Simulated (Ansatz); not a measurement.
# Sn wire along [111], 26 atoms a period, H-terminated: bands by functional, part 2 of 2

Wanted: the relaxed geometry and the bands of the Sn wire along [111], 26 atoms a period, H-terminated.

Ansatz 0.2.0; DFT PBE, plane waves, PAW; relaxation of a wire's period; PAW set soft_1 (the session's first sound run).

So far: The structure; The relaxed wire.

## (2) The relaxed wire (continued)

Relaxation path:

```tsv
step	energy less that of the first step (eV)	largest force component (eV/Å)	pressure (GPa)	volume (Å³)
1	0.0000	0.2714	-0.31	4005.63
2	0.2818	0.9268	0.34	3976.20
3	-0.3517	0.0868	-0.07	3993.74
4	-0.4438	0.0360	-0.02	3985.95
5	-0.4774	0.0169	0.00	3984.51
6	-0.5011	0.0621	-0.02	3983.53
7	-0.5041	0.0209	0.01	3981.91
8*	-0.5023	0.0208	0.01	3981.91
```

Relaxation steps marked * repeat the geometry before them on a plane-wave basis chosen anew for their cell, so energy and pressure can jump there. Relaxation step 2 was tried and not accepted.

The run keeps the 4 symmetry operations that it works with, so distortions that break them were not tested.

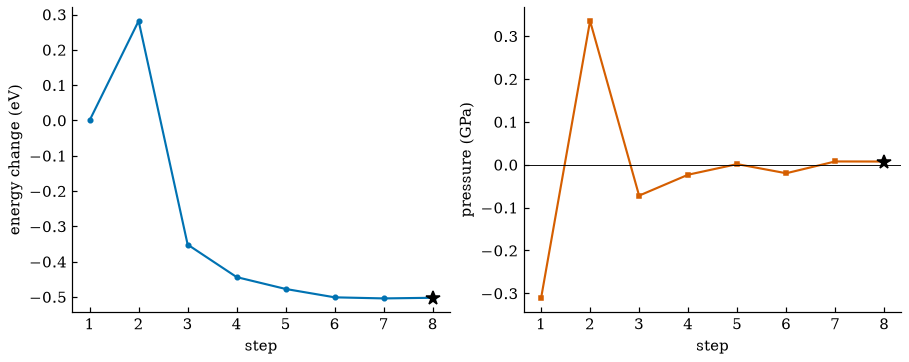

Energy and pressure along the relaxation. Stars mark steps on a basis chosen anew.

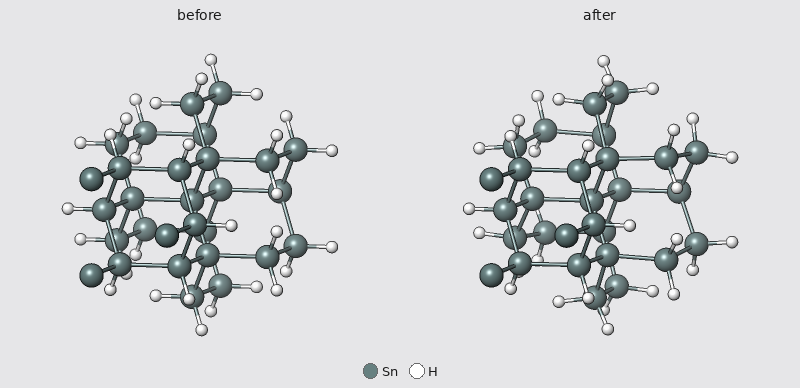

The structure before and after the relaxation, drawn at the same scale.

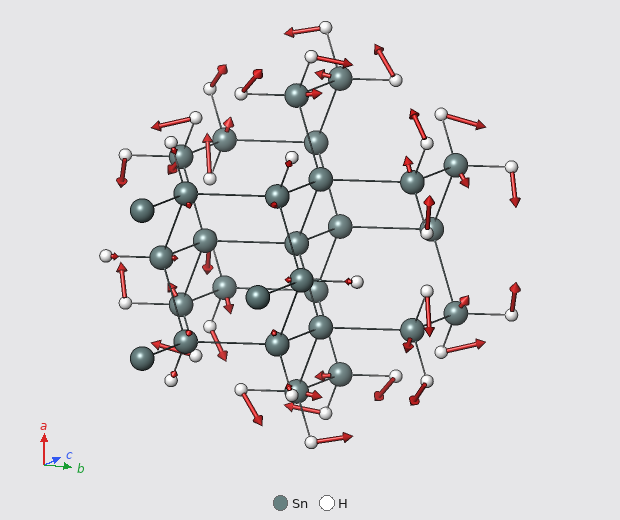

Displacements in the relaxation, exaggerated, measured against the changing cell; the longest in the cell stands for 0.36 Å. Some periodic images of atoms are drawn too.

```tsv
cell as run	before	after	change
c (Å)	11.518	11.450	-0.6 %
```

The atoms that moved most (Å, along periodic axes as changes of fractional coordinates times the final cell, across vacuum about the mean position):

```tsv
atom	dx	dy	dz	length
H47	0.091	0.329	0.114	0.360
H52	-0.091	0.329	0.114	0.360
H20	0.091	-0.329	-0.114	0.360
H27	-0.091	-0.329	-0.114	0.360
H49	-0.330	-0.085	0.114	0.360
H23	-0.330	0.085	-0.114	0.360
H50	0.330	-0.085	0.114	0.360
H24	0.330	0.085	-0.114	0.360
```

This step gave:

```
cell length along the wire : 11.45 Å
```

The cell's length comes to 11.450 Å with spin left out.

## (3) Bands of the perfect wire

This step: DFT PBE, plane waves, PAW; bands of a perfect wire; PAW set soft_1 (Ansatz 0.2.0).

At the relaxed period the bands are computed along the axis; those that cross an energy going forward count the channels that a perfect wire would open there.

input.yaml reads:

```yaml
crystal:
  lattice:
    - [19.062, 0.0, 0.0]
    - [0.0, 18.244, 0.0]
    - [0.0, 0.0, 11.4499357844]
  atoms:
    - { symbol: Sn, position: [0.377029855, 0.425835982, 0.99886667] }
    - { symbol: Sn, position: [0.5, 0.648374901, 0.998857399] }
    - { symbol: Sn, position: [0.379218513, 0.427148956, 0.248192587] }
    - { symbol: Sn, position: [0.5, 0.645736672, 0.248184347] }
    - { symbol: Sn, position: [0.620781487, 0.427148956, 0.248192587] }
    - { symbol: H, position: [0.304794888, 0.617764782, 0.283820394] }
    - { symbol: H, position: [0.5, 0.264497014, 0.283824237] }
    - { symbol: H, position: [0.695205112, 0.617764782, 0.283820394] }
    - { symbol: H, position: [0.304794888, 0.382256323, 0.29951294] }
    - { symbol: H, position: [0.5, 0.735524091, 0.299509097] }
    - { symbol: H, position: [0.695205112, 0.382256323, 0.29951294] }
    - { symbol: Sn, position: [0.379218513, 0.572872149, 0.335140747] }
    - { symbol: Sn, position: [0.5, 0.354284433, 0.335148986] }
    - { symbol: Sn, position: [0.620781487, 0.572872149, 0.335140747] }
    - { symbol: Sn, position: [0.377029855, 0.574185123, 0.584466663] }
    - { symbol: Sn, position: [0.5, 0.351646204, 0.584475935] }
    - { symbol: Sn, position: [0.622970145, 0.574185123, 0.584466663] }
    - { symbol: H, position: [0.181377995, 0.561560695, 0.625936248] }
    - { symbol: H, position: [0.240786297, 0.4229121, 0.606029664] }
    - { symbol: H, position: [0.306481909, 0.303970791, 0.606035971] }
    - { symbol: H, position: [0.289661137, 0.75753865, 0.625914381] }
    - { symbol: H, position: [0.391695444, 0.180919631, 0.625928396] }
    - { symbol: H, position: [0.434290763, 0.773103441, 0.606051747] }
    - { symbol: H, position: [0.565709237, 0.773103441, 0.606051747] }
    - { symbol: H, position: [0.608304556, 0.180919631, 0.625928396] }
    - { symbol: H, position: [0.710338863, 0.75753865, 0.625914381] }
    - { symbol: H, position: [0.693518091, 0.303970791, 0.606035971] }
    - { symbol: H, position: [0.759213703, 0.4229121, 0.606029664] }
    - { symbol: H, position: [0.818622005, 0.561560695, 0.625936248] }
    - { symbol: Sn, position: [0.252029878, 0.508204873, 0.668933519] }
    - { symbol: Sn, position: [0.382809325, 0.271526596, 0.668940898] }
    - { symbol: Sn, position: [0.369208079, 0.720284419, 0.668927898] }
    - { symbol: Sn, position: [0.5, 0.500006816, 0.666644335] }
    - { symbol: Sn, position: [0.630791921, 0.720284419, 0.668927898] }
    - { symbol: Sn, position: [0.617190675, 0.271526596, 0.668940898] }
    - { symbol: Sn, position: [0.747970122, 0.508204873, 0.668933519] }
    - { symbol: Sn, position: [0.252029878, 0.491816232, 0.914399814] }
    - { symbol: Sn, position: [0.369208079, 0.279736686, 0.914405435] }
    - { symbol: Sn, position: [0.382809325, 0.72849451, 0.914392435] }
    - { symbol: Sn, position: [0.5, 0.500014289, 0.916688998] }
    - { symbol: Sn, position: [0.617190675, 0.72849451, 0.914392435] }
    - { symbol: Sn, position: [0.630791921, 0.279736686, 0.914405435] }
    - { symbol: Sn, position: [0.747970122, 0.491816232, 0.914399814] }
    - { symbol: H, position: [0.181377995, 0.43846041, 0.957397086] }
    - { symbol: H, position: [0.240786297, 0.577109005, 0.97730367] }
    - { symbol: H, position: [0.289661137, 0.242482456, 0.957418953] }
    - { symbol: H, position: [0.306481909, 0.696050314, 0.977297363] }
    - { symbol: H, position: [0.391695444, 0.819101474, 0.957404937] }
    - { symbol: H, position: [0.434290763, 0.226917664, 0.977281587] }
    - { symbol: H, position: [0.565709237, 0.226917664, 0.977281587] }
    - { symbol: H, position: [0.608304556, 0.819101474, 0.957404937] }
    - { symbol: H, position: [0.693518091, 0.696050314, 0.977297363] }
    - { symbol: H, position: [0.710338863, 0.242482456, 0.957418953] }
    - { symbol: H, position: [0.759213703, 0.577109005, 0.97730367] }
    - { symbol: H, position: [0.818622005, 0.43846041, 0.957397086] }
    - { symbol: Sn, position: [0.622970145, 0.425835982, 0.99886667] }
kpoints:
  mp_grid: { grid: [1, 1, 7] }
  band_path: { path: ["Γ", Z], npoints: 90 }
scf:
  occupations: { method: fermi_dirac, width: 0.05 }
hamiltonian:
  xc: pbe
  pseudopotentials: { kind: paw, azcp: { folder: soft_1 } }
output:
  dos: { e_range: [-5, 4] }
  write_potential: true
  write_density: true
  volumetric_format: npy
```

Run with:

```sh
$ ansatz run input.yaml --threads 4 --pin off --max-ram 16384MiB --backend cpu --events-out ev --progress --plain --runs-dir out
```

Numbers of over 12 decimals in the logs are rounded to 6 here.

What it wrote:

```text
[...]
Crystal: 56 atoms, lattice volume = 3981.911 Å³
Basis set: ecut = 420 eV, 77785 PW (Γ)
Bands: 253, of which v1, the nominal top of the filled ones, is band 197 counted from 1 (196 counted from 0)
Symmetry: 4 space group operations
[...]
k-points: 4 of 7
[...]
SCF iter   1: F=—  HF=-157103.603425 eV  |F-HF|=—  |Δ(HF+E_count)|=         —  Δρ=2.66e-2  dr2=2.89e1  ethr=3.10e-3  ⟨swp⟩=6.8  Hψ=4312  notcnv=0  defer=88
[...]
SCF iter  11: F=-157095.178689 eV  HF=-157095.178689 eV  |F-HF|=4.86e-9  |Δ(HF+E_count)|=   2.25e-7  Δρ=4.04e-7  dr2=1.64e-8  ethr=2.54e-11  ⟨swp⟩=16.5  Hψ=5226  notcnv=0
SCF 1 converged in 11 iterations: F = -157095.178689 eV  dr2 = 1.64e-8
[...]
NSCF: frozen V_eff on 91 k-points
WARN: pass on a band path, mesh or list of k-points: the 91 k-points are solved 10 at a time at the most, because the 14.40 GiB of host memory that the pass is priced against does not hold them all with the solver's workspace as planned. The pass can take longer, above all where fewer k-points are solved at a time than the run has threads. As a rule a larger memory budget leaves room for more at once. The budget is what a run with no `--max-ram-frac` typed is planned for, 0.8 of the host's memory or its container's limit. More memory there lifts it, and so does a share over 0.88 that is typed (of such a share the budget is ten elevenths): [rest of the remark cut]
WARN: The input density's exchange-correlation potential varies sharply where the density is thin. Do not read a vacuum level from v_tot or v_xc, or from such a field of the output density. On a cell that repeats whose density bears no net charge and no dipole along the vacuum's axis use v_es (v_loc + v_h of the components); under efield.dipole_correction with no amplitude use v_es + v_field, which holds any external [...]
SCF converged after 11 iterations
Free energy (F): -157095.178689 eV
[...]
Internal energy: -157095.178689 eV  (E = F + TS)
E sigma→0 (E₀):  -157095.178689 eV
Entropy (-TS):   -0.000000 eV (-0.000 meV/atom)
Fermi energy:    -1.549022 eV
[...]
--- Band table (eV) ---
  k-point 0: bands = [... 193 lower, -2.9657, -2.9656, -2.8799, -2.3174, -0.7712, -0.1397, -0.0823, -0.0055, ... 52 higher]
  k-point 1: bands = [... 193 lower, -2.9043, -2.8901, -2.8900, -2.4383, -0.6905, -0.1444, -0.1432, -0.1429, ... 52 higher]
  k-point 2: bands = [... 193 lower, -2.9639, -2.8308, -2.8307, -2.7343, -0.5128, -0.3552, -0.3537, -0.1571, ... 52 higher]
  k-point 3: bands = [... 193 lower, -2.9649, -2.9648, -2.8238, -2.8236, -0.4876, -0.4861, -0.3405, -0.1976, ... 52 higher]
```

Run time: 27 min. Hardware: 4 threads of Arm Neoverse V1, shared host; peak memory 12 GiB; 1.8 h of CPU time.

This step gave:

```yaml
band_gap: 1.546 eV
```

Electronic bands along the path, in eV, zero at the Fermi level; v1 is the highest filled band, c1 the lowest empty one:

```tsv
point	v4	v3	v2	v1	c1	c2	c3	c4
Γ	-1.42	-1.42	-1.33	-0.77	0.78	1.41	1.47	1.54
Z	-1.40	-1.40	-1.28	-1.28	1.04	1.04	1.25	1.33
```

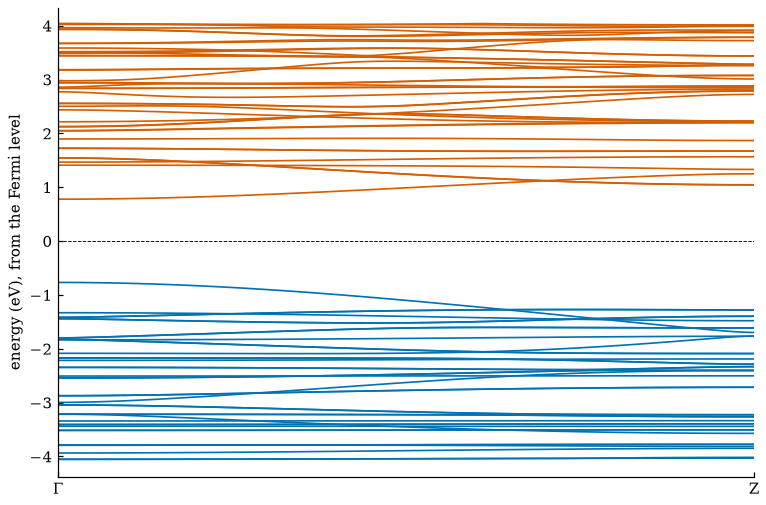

Electronic bands along the path; lines of filled and empty bands in two colours.

The gap is 1.55 eV, with spin left out.

On this path the gap is direct, 1.55 eV, with the valence top at Γ and the conduction bottom at Γ.

## (4) Another level of theory, cutoff 500 eV, k-mesh 1×1×6

This step: DFT r2SCAN, plane waves, PAW; bands of a perfect wire at the PBE geometry; PAW set soft_1 (Ansatz 0.2.0).

The atoms stay at the PBE geometry and the functional changes. r2SCAN also reads the kinetic-energy density; it often gives larger moments and wider gaps than PBE, at a higher cost. Against the first PBE run of this kind, the cutoff is 500 eV against 420 and the mesh along the wire has 6 points against 7.

input.yaml, as its differences from that of step 3:

```diff
@@ -63,3 +63,3 @@
 kpoints:
-  mp_grid: { grid: [1, 1, 7] }
+  mp_grid: { grid: [1, 1, 6] }
   band_path: { path: ["Γ", Z], npoints: 90 }
@@ -68,8 +68,3 @@
 hamiltonian:
-  xc: pbe
+  xc: r2scan
   pseudopotentials: { kind: paw, azcp: { folder: soft_1 } }
-output:
-  dos: { e_range: [-5, 4] }
-  write_potential: true
-  write_density: true
-  volumetric_format: npy
```

What it wrote:

```text
[...]
Crystal: 56 atoms, lattice volume = 3981.911 Å³
Basis set: ecut = 500 eV, 101183 PW (Γ), exchange–correlation on 576×540×360 points (64 copies of the dense FFT grid, shifted against one another)
Bands: 253, of which v1, the nominal top of the filled ones, is band 197 counted from 1 (196 counted from 0)
Symmetry: 4 space group operations
[...]
k-points: 4 of 6
[...]
SCF iter   1: F=—  HF=-157476.726023 eV  |F-HF|=—  |Δ(HF+E_count)|=         —  Δρ=2.53e-2  dr2=2.59e1  dr2_τ=2.07e-1  ethr=3.10e-3  ⟨swp⟩=7.0  Hψ=4657  notcnv=0  defer=66
[...]
SCF iter  10: F=-157471.647647 eV  HF=-157471.647647 eV  |F-HF|=3.26e-7  |Δ(HF+E_count)|=   4.07e-6  Δρ=1.26e-6  dr2=9.18e-8  dr2_τ=2.99e-9  ethr=2.54e-11  ⟨swp⟩=15.0  Hψ=6213  notcnv=0
SCF 1 converged in 10 iterations: F = -157471.647647 eV  dr2 = 9.18e-8
[...]
SCF converged after 10 iterations
Free energy (F): -157471.647647 eV
[...]
Internal energy: -157471.647647 eV  (E = F + TS)
E sigma→0 (E₀):  -157471.647647 eV
Fermi energy:    -1.558396 eV
[...]
--- Band table (eV) ---
  k-point 0: bands = [... 193 lower, -3.1633, -3.1633, -3.0818, -2.4803, -0.6274, -0.0003, 0.0188, 0.1107, ... 52 higher]
  k-point 1: bands = [... 193 lower, -3.1151, -3.0706, -3.0706, -2.6441, -0.5252, -0.0704, -0.0694, -0.0040, ... 52 higher]
  k-point 2: bands = [... 193 lower, -3.1899, -3.0334, -3.0166, -3.0165, -0.3157, -0.3047, -0.3037, -0.0238, ... 52 higher]
  k-point 3: bands = [... 193 lower, -3.1463, -3.1461, -3.0248, -3.0246, -0.3987, -0.3978, -0.1703, -0.0746, ... 52 higher]
```

Run time: 56 min. Hardware: 4 threads; peak memory 13 GiB; 3.5 h of CPU time.

Numbers from this step:

```yaml
band_gap: 1.853 eV
```

The electronic bands at the labelled points (eV, zero at the Fermi level; v1 is the highest filled band, c1 the lowest empty one):

```tsv
point	v4	v3	v2	v1	c1	c2	c3	c4
Γ	-1.60	-1.60	-1.52	-0.92	0.93	1.56	1.58	1.67
Z	-1.59	-1.59	-1.47	-1.47	1.16	1.16	1.39	1.48
```

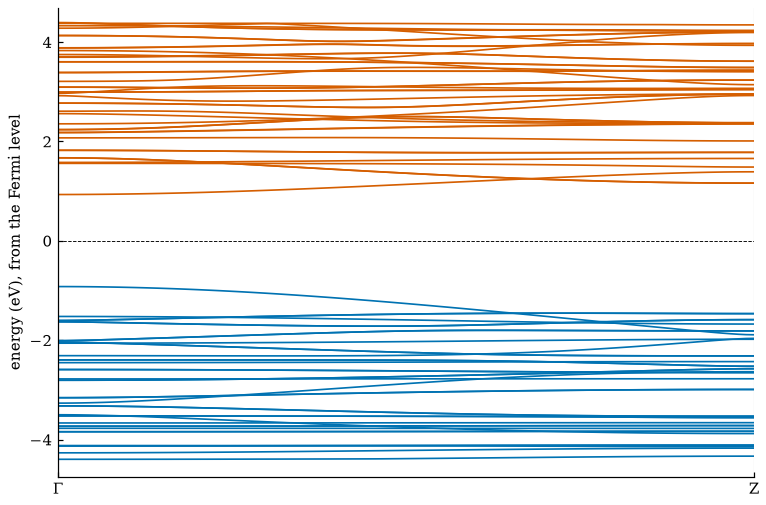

Electronic bands along the path; lines of filled and empty bands in two colours.

The gap is 1.85 eV, against 1.55 eV under PBE at the relaxed period.

## (5) Outcome

```yaml
cell_length_pbe: 11.45 Å
gap_pbe: 1.55 eV
gap_r2scan: 1.85 eV
```

**Reading.** Under PBE the cell's length is 11.45 Å, and a gap of 1.55 eV makes it a semiconductor. At the relaxed period the wire is gapped under every functional, from 1.55 eV (PBE) to 1.85 eV (r2SCAN). Weak screening in one dimension makes quasiparticle gaps larger than the semilocal gaps, as a rule.

[Logs are printed without paths, hosts, clocks, repeated set-up lines and the standing remarks that a program may print on its own settings, such as how far it seeks lower states.]

[Hosts, paths, dates, database ids (printed as entryN), source tags and the programs' standing remarks are cut or masked in the printed files.]
